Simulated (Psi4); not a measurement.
## AlO: single-point calculation (part 2 of 3)

AlO (oxoaluminum), multiplicity 4, SMILES [O]=[Al]; CCSD/CBS, UHF (Psi4 1.11). The geometry is that of the parent species in another charge or spin state. The geometry comes from this level: GFN2-xTB.

Geometry of the input (Å):
```
O  0.0000  0.0000  0.0000
Al 0.0000  0.0000  1.5700
```

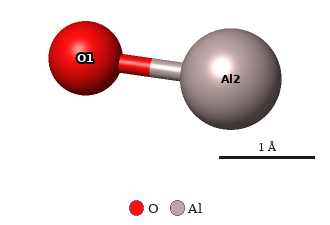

Fig. 1: The structure (ball-and-stick view, seen at an oblique angle; atoms are numbered from 1 in the order of the input). Sticks mark near contacts.

## What the program printed, continued
```
	Size of irrep 0 of <Ab|Cd> integrals:      4.427 (MW) /     35.415 (MB)
	Size of irrep 1 of <Ab|Cd> integrals:      2.406 (MW) /     19.245 (MB)
	Size of irrep 2 of <Ab|Cd> integrals:      3.422 (MW) /     27.380 (MB)
	Size of irrep 3 of <Ab|Cd> integrals:      3.251 (MW) /     26.006 (MB)
	Total:                                    13.506 (MW) /    108.046 (MB)

	Size of irrep 0 of <IA|BC> integrals:      0.325 (MW) /      2.598 (MB)
	Size of irrep 1 of <IA|BC> integrals:      0.138 (MW) /      1.104 (MB)
	Size of irrep 2 of <IA|BC> integrals:      0.207 (MW) /      1.657 (MB)
	Size of irrep 3 of <IA|BC> integrals:      0.237 (MW) /      1.893 (MB)
	Total:                                     0.907 (MW) /      7.253 (MB)

	Size of irrep 0 of <ia|bc> integrals:      0.194 (MW) /      1.553 (MB)
	Size of irrep 1 of <ia|bc> integrals:      0.067 (MW) /      0.539 (MB)
	Size of irrep 2 of <ia|bc> integrals:      0.103 (MW) /      0.828 (MB)
	Size of irrep 3 of <ia|bc> integrals:      0.142 (MW) /      1.136 (MB)
	Total:                                     0.507 (MW) /      4.055 (MB)

	Size of irrep 0 of <Ia|Bc> integrals:      0.349 (MW) /      2.794 (MB)
	Size of irrep 1 of <Ia|Bc> integrals:      0.147 (MW) /      1.179 (MB)
	Size of irrep 2 of <Ia|Bc> integrals:      0.222 (MW) /      1.776 (MB)
	Size of irrep 3 of <Ia|Bc> integrals:      0.254 (MW) /      2.034 (MB)
	Total:                                     0.973 (MW) /      7.783 (MB)

	Size of irrep 0 of <iA|bC> integrals:      0.181 (MW) /      1.448 (MB)
	Size of irrep 1 of <iA|bC> integrals:      0.064 (MW) /      0.509 (MB)
	Size of irrep 2 of <iA|bC> integrals:      0.096 (MW) /      0.770 (MB)
	Size of irrep 3 of <iA|bC> integrals:      0.132 (MW) /      1.053 (MB)
	Total:                                     0.472 (MW) /      3.779 (MB)

	Size of irrep 0 of tIjAb amplitudes:       0.017 (MW) /      0.135 (MB)
	Size of irrep 1 of tIjAb amplitudes:       0.002 (MW) /      0.012 (MB)
	Size of irrep 2 of tIjAb amplitudes:       0.004 (MW) /      0.030 (MB)
	Size of irrep 3 of tIjAb amplitudes:       0.013 (MW) /      0.101 (MB)
	Total:                                     0.035 (MW) /      0.278 (MB)

	Nuclear Rep. energy          =     35.05266068576161
	SCF energy                   =   -316.69484621707295
	One-electron energy          =    -41.06594524044881
	Two-electron (AA) energy     =      5.79440156488410
	Two-electron (BB) energy     =      1.72050678223978
	Two-electron (AB) energy     =      9.89696051048884
	Two-electron energy          =     17.41186885761272
	Reference energy             =   -316.69484621707318

	total time  =          4 seconds =       0.07 minutes
            **************************
            *                        *
            *        CCENERGY        *
            *                        *
            **************************

    Nuclear Rep. energy (wfn)     =   35.052660685761609
    SCF energy          (wfn)     = -316.694846217072950
    Reference energy    (file100) = -316.694846217073177

    Input parameters:
    -----------------
    Wave function   =     CCSD
    Reference wfn   =     UHF
    Brueckner       =     No
    Memory (Mbytes) =     1600.0
    Maxiter         =     50
    R_Convergence   =     1.0e-07
    E_Convergence   =     1.0e-06
    Restart         =     Yes
    DIIS            =     Yes
    AO Basis        =     NONE
    ABCD            =     NEW
    Cache Level     =     2
    Cache Type      =     LRU
    Print Level     =     1
    Num. of threads =     1
    # Amps to Print =     10
    Print MP2 Amps? =     No
    Analyze T2 Amps =     No
    Print Pair Ener =     No
    Local CC        =     No
    SCS-MP2         =     False
    SCSN-MP2        =     False
    SCS-CCSD        =     False

MP2 correlation energy -0.2145021388876378
                Solving CC Amplitude Equations
                ------------------------------
  Iter             Energy              RMS        T1Diag      D1Diag    New D1Diag    D2Diag
  ----     ---------------------    ---------   ----------  ----------  ----------   --------
     0        -0.214502138887638    0.000e+00    0.000000    0.000000    0.000000    0.000000
     1        -0.223056343815378    5.525e-02    0.014190    0.000000    0.000000    0.000000
     2        -0.228281624102400    2.072e-02    0.016878    0.000000    0.000000    0.000000
     3        -0.230049487278513    1.332e-02    0.021698    0.000000    0.000000    0.000000
     4        -0.229835756532918    4.818e-03    0.023346    0.000000    0.000000    0.000000
     5        -0.229837900328518    2.744e-03    0.024022    0.000000    0.000000    0.000000
     6        -0.229913898578277    1.685e-03    0.024280    0.000000    0.000000    0.000000
     7        -0.229919318273240    1.160e-03    0.024305    0.000000    0.000000    0.000000
     8        -0.229921812252409    7.474e-04    0.024296    0.000000    0.000000    0.000000
     9        -0.229927045689958    3.887e-04    0.024266    0.000000    0.000000    0.000000
    10        -0.229923005003275    1.802e-04    0.024237    0.000000    0.000000    0.000000
    11        -0.229927319939744    7.580e-05    0.024227    0.000000    0.000000    0.000000
    12        -0.229928072359702    2.694e-05    0.024225    0.000000    0.000000    0.000000
    13        -0.229928788987638    1.165e-05    0.024225    0.000000    0.000000    0.000000
    14        -0.229929076081791    4.543e-06    0.024225    0.000000    0.000000    0.000000
    15        -0.229929174321173    1.950e-06    0.024225    0.000000    0.000000    0.000000
    16        -0.229929181236491    9.740e-07    0.024226    0.000000    0.000000    0.000000
    17        -0.229929188148034    4.448e-07    0.024226    0.000000    0.000000    0.000000
    18        -0.229929192825138    2.798e-07    0.024226    0.000000    0.000000    0.000000
    19        -0.229929197402196    1.897e-07    0.024226    0.000000    0.000000    0.000000
    20        -0.229929200659074    1.256e-07    0.024226    0.000000    0.000000    0.000000
    21        -0.229929200296081    8.516e-08    0.024226    0.000000    0.000000    0.000000

    Iterations converged.

    Largest TIA Amplitudes:
              3  43        -0.0227776617
              3  44        -0.0128541391
              3  45        -0.0103354722
              3  49        -0.0103231994
              1   5        -0.0101455716
              5  67         0.0093047781
              4  70        -0.0091541595
              4  65        -0.0087461645
              2   7         0.0086465680
              4  69        -0.0085754976

    Largest Tia Amplitudes:
              1   0         0.0392089962
              1   2        -0.0204906221
              2  68        -0.0199811030
              2  72        -0.0095772321
              1   6        -0.0082154015
              2  66        -0.0077775149
              1  11         0.0062058047
              2  83         0.0056787117
              1   7         0.0054659560
              2  67        -0.0051950351

    Largest TIJAB Amplitudes:
      5   2  43  34        -0.0288975160
      5   2  43  33        -0.0236162904
      5   2  44  34        -0.0208426945
      5   2  67   7         0.0185883165
      5   2  44  33        -0.0163748759
      5   2  67   6         0.0148681176
      5   2  47  34         0.0133951281
      5   2  67   1        -0.0133234027
      5   2  67   2         0.0129387323
      4   3  39  22        -0.0110338554

    Largest Tijab Amplitudes:
      2   1  68   0         0.0092127267
      2   1  77  20        -0.0088190056
      2   1  73  20        -0.0074685835
      2   1  73   0         0.0073047158
      2   1  68  20        -0.0072447888
      2   1  68  12         0.0069360613
      2   1  72  20        -0.0067949685
      2   1  74  15         0.0066961074
      2   0  44  37        -0.0065875055
      2   1  73  12         0.0063440446

    Largest TIjAb Amplitudes:
      5   2  43  44        -0.0251812163
      1   1  19  20        -0.0190169963
      2   1  43  44         0.0173141249
      4   2  74  77        -0.0148472294
      5   2  44  44        -0.0144134509
      5   2  43  45        -0.0138019062
      3   0  13  44        -0.0127489680
      4   2  74  73        -0.0127409186
      4   0  39  44         0.0125182879
      4   2  70  73        -0.0123934478

    SCF energy       (wfn)                    = -316.694846217072950
    Reference energy (file100)                = -316.694846217073177

    Opposite-spin MP2 correlation energy      =   -0.159290960528379
    Same-spin MP2 correlation energy          =   -0.055211178359259
    Singles MP2 correlation energy            =   -0.000000000000000
    MP2 correlation energy                    =   -0.214502138887638
      * MP2 total energy                      = -316.909348355960788

    Opposite-spin CCSD correlation energy     =   -0.175407163026582
    Same-spin CCSD correlation energy         =   -0.054522037269499
    Singles CCSD correlation energy           =   -0.000000000000001
    CCSD correlation energy                   =   -0.229929200296081
      * CCSD total energy                     = -316.924775417369233

    Psi4 run time: 0:00:23.15

    -----------------------------------------------------------------------
                               Psi4 1.11 release

    h
    h
    h

    -----------------------------------------------------------------------

    Memory:     1.5 GiB
    Threads:    1
                ecpint, einsums, f̶o̶r̶t̶e̶, gauxc, gcp, g̶d̶m̶a̶, geometric, g̶p̶u̶_̶d̶f̶c̶c̶,
                i̶n̶t̶e̶g̶r̶a̶t̶o̶r̶x̶x̶, i̶p̶i̶, libefp, m̶d̶i̶, m̶p̶2̶d̶, m̶r̶c̶c̶, ooo,
                o̶p̶e̶n̶f̶e̶r̶m̶i̶o̶n̶p̶s̶i̶4̶, pcmsolver, p̶s̶i̶4̶f̶o̶c̶k̶c̶i̶, p̶s̶i̶x̶a̶s̶,
                p̶y̶e̶i̶n̶s̶u̶m̶s̶, r̶e̶s̶p̶, s̶i̶m̶i̶n̶t̶, s̶n̶s̶m̶p̶2̶,
                v̶2̶r̶d̶m̶_̶c̶a̶s̶s̶c̶f̶

   => Loading Basis Set <=

    Name: AUG-CC-PVDZ
    Role: ORBITAL
    Keyword: BASIS

         ---------------------------------------------------------
                                   SCF
                              UHF Reference
                        1 Threads,   1525 MiB Core
         ---------------------------------------------------------

  ==> Geometry <==

    Molecular point group: c2v
    Full point group: C_inf_v

    Geometry (in Bohr), charge = 0, multiplicity = 4:

       Center              X                  Y                   Z               Mass
    ------------   -----------------  -----------------  -----------------  -----------------
         O            0.000000000000     0.000000000000    -1.862723914969    15.994914619570
         AL           0.000000000000     0.000000000000     1.104240588306    26.981538530000

  Running in c2v symmetry.

  Rotational constants: A = ************  B =      0.68101  C =      0.68101 [cm^-1]
  Rotational constants: A = ************  B =  20416.07097  C =  20416.07097 [MHz]
  Nuclear repulsion =   35.052660685761609

  Charge       = 0
  Multiplicity = 4
  Electrons    = 21
  Nalpha       = 12
  Nbeta        = 9

  ==> Algorithm <==

  SCF Algorithm Type is PK.
  DIIS enabled.
  MOM disabled.
  Fractional occupation disabled.
  Guess Type is SAD.
  Energy threshold   = 1.00e-08
  Density threshold  = 1.00e-08
  Integral threshold = 1.00e-12

  ==> Primary Basis <==

  Basis Set: AUG-CC-PVDZ
    Blend: AUG-CC-PVDZ
    Number of shells: 20
    Number of basis functions: 50
    Number of Cartesian functions: 54
    Spherical Harmonics?: true
    Max angular momentum: 2

  ==> Integral Setup <==

  Using in-core PK algorithm.
   Calculation information:
      Number of atoms:                   2
      Number of AO shells:              20
      Number of primitives:             78
      Number of atomic orbitals:        54
      Number of basis functions:        50

      Integral cutoff                 1.00e-12
      Number of threads:                 1

  Performing in-core PK
  Using 1626900 doubles for integral storage.
  We computed 22155 shell quartets total.
  Whereas there are 22155 unique shell quartets.

  ==> DiskJK: Disk-Based J/K Matrices <==

    J tasked:                  Yes
    K tasked:                  Yes
    wK tasked:                  No
    Memory [MiB]:             1144
    Schwarz Cutoff:          1E-12

  Minimum eigenvalue in the overlap matrix is 1.1114089176E-03.
  Reciprocal condition number of the overlap matrix is 2.7541745298E-04.
    Using symmetric orthogonalization.

  ==> Pre-Iterations <==

  SCF Guess: Superposition of Atomic Densities via on-the-fly atomic UHF (no occupation information).

   -------------------------
    Irrep   Nso     Nmo
   -------------------------
     A1        24      24
     A2         4       4
     B1        11      11
     B2        11      11
   -------------------------
    Total      50      50
   -------------------------

  ==> Iterations <==

                        Total Energy        Delta E     RMS |[F,P]|

   @UHF iter SAD:  -315.76918451658315   -3.15769e+02   0.00000e+00
   @UHF iter   1:  -316.62685278035690   -8.57668e-01   9.22810e-03 ADIIS/DIIS
   @UHF iter   2:  -316.66161002900776   -3.47572e-02   4.62628e-03 ADIIS/DIIS
   @UHF iter   3:  -316.66976894069637   -8.15891e-03   9.28154e-04 ADIIS/DIIS
   @UHF iter   4:  -316.67091884959444   -1.14991e-03   2.29213e-04 ADIIS/DIIS
   @UHF iter   5:  -316.67101954271158   -1.00693e-04   7.60762e-05 DIIS
   @UHF iter   6:  -316.67102917772786   -9.63502e-06   3.16849e-05 DIIS
   @UHF iter   7:  -316.67103107282276   -1.89509e-06   1.10829e-05 DIIS
   @UHF iter   8:  -316.67103135064684   -2.77824e-07   3.15538e-06 DIIS
   @UHF iter   9:  -316.67103137315223   -2.25054e-08   6.86367e-07 DIIS
   @UHF iter  10:  -316.67103137399437   -8.42135e-10   1.99878e-07 DIIS
   @UHF iter  11:  -316.67103137406377   -6.94058e-11   4.34703e-08 DIIS
   @UHF iter  12:  -316.67103137406713   -3.35376e-12   1.01745e-08 DIIS
   @UHF iter  13:  -316.67103137406764   -5.11591e-13   1.56656e-09 DIIS
  Energy and wave function converged.

  ==> Post-Iterations <==

   @Spin Contamination Metric:   6.467260270E-03
   @S^2 Expected:                3.750000000E+00
   @S^2 Observed:                3.756467260E+00
   @S   Expected:                1.500000000E+00
   @S   Observed:                1.500000000E+00

    Orbital Energies [Eh]
    ---------------------

    Alpha Occupied:

       1A1   -58.523907     2A1   -20.627921     3A1    -4.946725
       1B1    -3.260842     4A1    -3.260233     1B2    -3.254367
       5A1    -1.385625     2B1    -0.680231     6A1    -0.650347
       2B2    -0.574025     7A1    -0.431422     3B1    -0.234656

    Alpha Virtual:

       3B2     0.008095     8A1     0.032624     4B1     0.046084
       9A1     0.048161     4B2     0.060985    10A1     0.108639
       1A2     0.134774    11A1     0.136798    12A1     0.156426
       5B1     0.162881     5B2     0.170701     6B1     0.274258
      13A1     0.277653     6B2     0.280754    14A1     0.353286
       7B1     0.358559     7B2     0.381048    15A1     0.442753
       2A2     0.465397    16A1     0.467063    17A1     0.507083
       8B1     0.520462     8B2     0.543626    18A1     0.897253
      19A1     0.975789     3A2     0.976756    20A1     1.138221
       9B1     1.148998     9B2     1.176547    10B1     1.451784
      10B2     1.508672    21A1     1.762068    22A1     2.549236
      23A1     3.492836     4A2     3.497970    11B1     3.595633
      11B2     3.652195    24A1     3.671294

    Beta Occupied:

       1A1   -58.514796     2A1   -20.585581     3A1    -4.929581
       1B2    -3.248021     4A1    -3.247471     1B1    -3.237596
       5A1    -1.208771     6A1    -0.572657     2B2    -0.525524

    Beta Virtual:

       7A1    -0.020356     2B1     0.012028     3B2     0.029117
       8A1     0.037046     3B1     0.051534     9A1     0.077645
       4B2     0.106262    10A1     0.146093     4B1     0.149271
      11A1     0.161665     1A2     0.162280    12A1     0.168311
       5B2     0.178743     5B1     0.220808     6B2     0.283820
      13A1     0.293039     6B1     0.306296    14A1     0.410397
       7B2     0.420843     7B1     0.459535    15A1     0.491850
       2A2     0.528503    16A1     0.529683    17A1     0.539197
       8B2     0.575943     8B1     0.626213    18A1     0.941687
       3A2     1.021491    19A1     1.021790    20A1     1.158331
       9B2     1.185023     9B1     1.207367    10B2     1.535171
      10B1     1.612798    21A1     1.792728    22A1     2.602099
      23A1     3.597918     4A2     3.598292    11B2     3.675792
      11B1     3.697127    24A1     3.715862

    Final Occupation by Irrep:
             A1    A2    B1    B2
    DOCC [     6,    0,    1,    2 ]
    SOCC [     1,    0,    2,    0 ]
    NA   [     7,    0,    3,    2 ]
    NB   [     6,    0,    1,    2 ]

  @UHF Final Energy:  -316.67103137406764

   => Energetics <=

    Nuclear Repulsion Energy =             35.0526606857616088
    One-Electron Energy =                -509.5470853798385633
    Two-Electron Energy =                 157.8233933200093020
    Total Energy =                       -316.6710313740676384

  UHF NO Occupations:
  HONO-2 :    2 B1 1.0000000
  HONO-1 :    3 B1 1.0000000
  HONO-0 :    7 A1 1.0000000
  LUNO+0 :    8 A1 0.0018071
  LUNO+1 :    9 A1 0.0009115
  LUNO+2 :    3 B2 0.0005096
  LUNO+3 :    4 B2 0.0000045

Computation Completed

Properties will be evaluated at   0.000000,   0.000000,   0.000000 [a0]
```
